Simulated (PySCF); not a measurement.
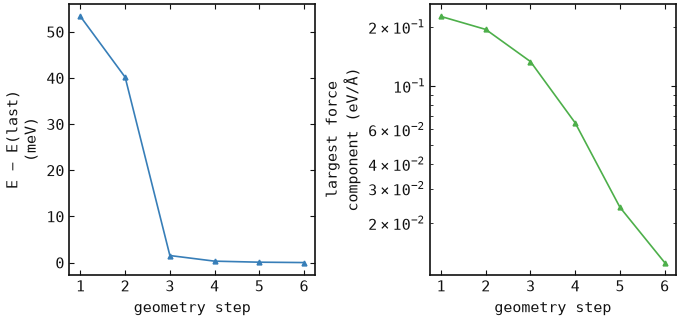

History of a geometry optimisation. The start has point group Cs, and the end C1.

System: MnBr3 molecule, multiplicity 3.
Method: PySCF, UKS-based PBE0, Mn def2-SVP, Br def2-SVP; non-relativistic Hamiltonian; density fitting.

Q: How did it end, and what did it gain?

A: The optimisation met its thresholds at geometry 6, counting the start as the first. The energy fell by about 53 meV from the first step to the last. The largest force component goes from about 0.23 eV/Å at the start to 0.013 eV/Å at the end.
